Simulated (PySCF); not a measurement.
C9H6MoO3, singlet at its GFN2-xTB optimised geometry (Å):

```
19

Mo    -0.1495    -0.7863     0.0000
C      2.1977    -0.7863     0.0000
C      1.7704     0.3953    -0.6583
C      0.9348     1.2955     0.0000
C      0.5145     1.0326     1.3290
C      0.9347    -0.1285     1.9751
C      1.7853    -1.0453     1.3057
H      2.9120    -1.4423    -0.4885
H      2.1620     0.6312    -1.6433
H      0.6699     2.2389    -0.4681
H     -0.0673     1.7771     1.8640
H      0.6829    -0.2960     3.0180
H      2.1754    -1.9045     1.8430
O     -1.6913    -3.0974     1.3099
C     -1.1397    -2.2389     0.7946
O     -0.4091    -2.3905    -2.6064
C     -0.3461    -1.8007    -1.6292
O     -2.9120     0.3600    -0.6991
C     -1.8955    -0.0985    -0.4479
```

Computed with CAM-B3LYP/def2-SVP, def2 effective core potentials past Kr in PySCF. The core electrons that the potentials of Mo replace are not part of the density. Cells within 0.4 Å of a nucleus heavier than hydrogen are left out (blank, or x).

Map of the electrostatic potential (hartree/e), clipped to [-0.08, 0.12] on the plane z = 0.0 Å:

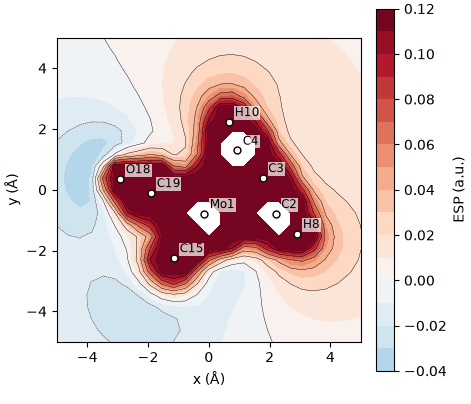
Fig. 1. Electrostatic potential (hartree/e), clipped to [-0.08, 0.12] on the plane z = 0.0 Å.
